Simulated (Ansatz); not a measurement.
# CH5AlOSi (SMILES [CH2]1O[SiH2][AlH]1) at HF/def2-SVP

Aim: the vertical ionisation energy of CH5AlOSi at HF/def2-SVP, from 2 runs. 

The calculation is run with Ansatz 0.2.0.

118 further runs of the same task are left out: 1 that didn't finish, 117 set aside as unsound or not needed.

**1. The molecule**

CH5AlOSi has 9 atoms, charge 0, and is taken as a singlet. As SMILES, `[CH2]1O[SiH2][AlH]1`. Geometry: relaxed at PBE0-D4/def2-TZVP.

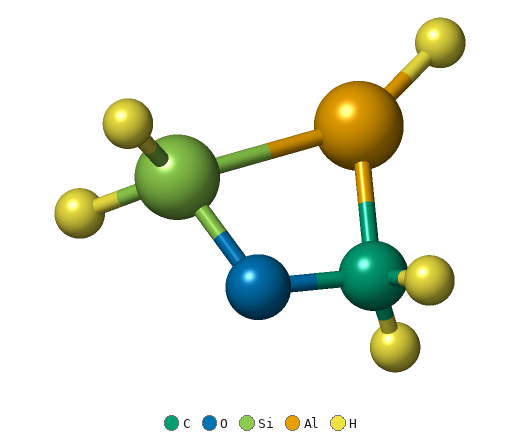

Viewed from a chosen angle; carbon teal, oxygen blue, silicon green, aluminium amber, hydrogen yellow.

**2. A single-point energy at HF/def2-SVP**

job.yaml reads:

```yaml
crystal:
  periodic: [false, false, false]
  atoms:
    - {symbol: C, position_ang: [-0.309900, 1.022500, -0.653500]}
    - {symbol: O, position_ang: [0.621100, -0.021300, -1.022900]}
    - {symbol: Si, position_ang: [0.767800, -1.223900, 0.135800]}
    - {symbol: Al, position_ang: [-0.858800, 0.279300, 1.121100]}
    - {symbol: H, position_ang: [-1.090200, 1.097600, -1.420100]}
    - {symbol: H, position_ang: [0.213300, 1.986000, -0.643000]}
    - {symbol: H, position_ang: [2.177700, -1.338300, 0.615000]}
    - {symbol: H, position_ang: [0.422400, -2.560600, -0.433300]}
    - {symbol: H, position_ang: [-1.855100, 0.712400, 2.283700]}
basis:
  gaussian: {orbitals: def2-SVP}
hamiltonian: {xc: hf}
accuracy: high
output: {orbitals: {seedname: orbitals}}
```

Launch:

```bash
$ ansatz run job.yaml --threads 1 --pin off --max-ram 3480MiB --events-out events.jsonl --progress --plain --runs-dir runs
```

The program printed:

```text
Warning: RAYON_NUM_THREADS=1 ignored (pool sized by the plan → 1); use --threads N
Functional definition: HF
  name "HF"
  exchange = exact_x
  correlation = 0
1975 factors; integrals over basis functions are off by at most 3.9e-9 eV
mean field evaluation 1: about -17581.4067 eV, gradient 3.1e1 eV
mean field evaluation 2: about -17581.4141 eV, gradient 3.1e1 eV
mean field evaluation 4: about -17584.0777 eV, gradient 3.6e0 eV
mean field evaluation 8: about -17584.1274 eV, gradient 3.1e-4 eV
mean field -17584.12736011 eV, -646.2047615346 hartree, gradient 2.1e-8 eV, S^2 0.000000; 0 other end points of the search recorded, 0 dependent functions left out
reference -17584.12736011 eV, -646.2047615346 hartree; 23, 23 occupied and 66, 66 virtual orbitals, 1975 factors
Total energy: -17584.12736011 eV, -646.2047615346 hartree
```

Run time: 2 s. Hardware: 1 thread of Intel Xeon 6975P-C (Granite Rapids), shared host; peak memory 0.26 GiB.

**3. The doublet cation at the same level**

input.yaml reads:

```yaml
crystal:
  periodic: [false, false, false]
  atoms:
    - {symbol: C, position_ang: [-0.309900, 1.022500, -0.653500]}
    - {symbol: O, position_ang: [0.621100, -0.021300, -1.022900]}
    - {symbol: Si, position_ang: [0.767800, -1.223900, 0.135800]}
    - {symbol: Al, position_ang: [-0.858800, 0.279300, 1.121100]}
    - {symbol: H, position_ang: [-1.090200, 1.097600, -1.420100]}
    - {symbol: H, position_ang: [0.213300, 1.986000, -0.643000]}
    - {symbol: H, position_ang: [2.177700, -1.338300, 0.615000]}
    - {symbol: H, position_ang: [0.422400, -2.560600, -0.433300]}
    - {symbol: H, position_ang: [-1.855100, 0.712400, 2.283700]}
basis:
  gaussian: {orbitals: def2-SVP}
total_charge: 1
magnetization: {spin_polarized: true, initial_magnetization: 1}
hamiltonian: {xc: hf}
accuracy: high
output: {orbitals: {seedname: orbitals}}
```

Launch:

```bash
$ ansatz run input.yaml --threads 1 --pin off --max-ram 3480MiB --events-out events.jsonl --progress --plain --runs-dir runs
```

The program printed, shortened:

```text
Warning: RAYON_NUM_THREADS=1 ignored (pool sized by the plan → 1); use --threads N
[... 2 set-up lines as earlier in the session ...]
[...]
1974 factors; integrals over basis functions are off by at most 4.0e-9 eV
[...]
mean field -17575.68797749 eV, -645.8946199435 hartree, gradient 5.4e-8 eV, S^2 0.765602; 3 other end points of the search recorded, 0 dependent functions left out
reference -17575.68797749 eV, -645.8946199435 hartree; 23, 22 occupied and 66, 67 virtual orbitals, 1974 factors
Total energy: -17575.68797749 eV, -645.8946199435 hartree
```

It took 12 s on 1 thread of Intel Xeon 6975P-C (Granite Rapids), shared host; peak memory 0.34 GiB.

**4. Results**

At HF/def2-SVP:

| quantity | value |
| --- | --- |
| singlet CH5AlOSi: total energy | -646.20476 Eh |
| singlet CH5AlOSi: HOMO energy | -9.45 eV |
| singlet CH5AlOSi: LUMO energy | 0.79 eV |
| singlet CH5AlOSi: HOMO–LUMO gap | 10.24 eV |
| doublet cation: total energy | -645.89462 Eh |
| doublet cation: HOMO energy (highest over α and β) | -15.60 eV |
| doublet cation: LUMO energy (lowest over α and β) | -7.51 eV |
| doublet cation: ⟨S²⟩ | 0.766 |
| vertical ionisation energy (to the doublet cation) | 8.439 eV |

In words: Removing an electron at fixed nuclei costs 8.44 eV (814 kJ/mol). The negative HOMO energy of the first species, 9.45 eV, lies 1.01 eV above that difference.
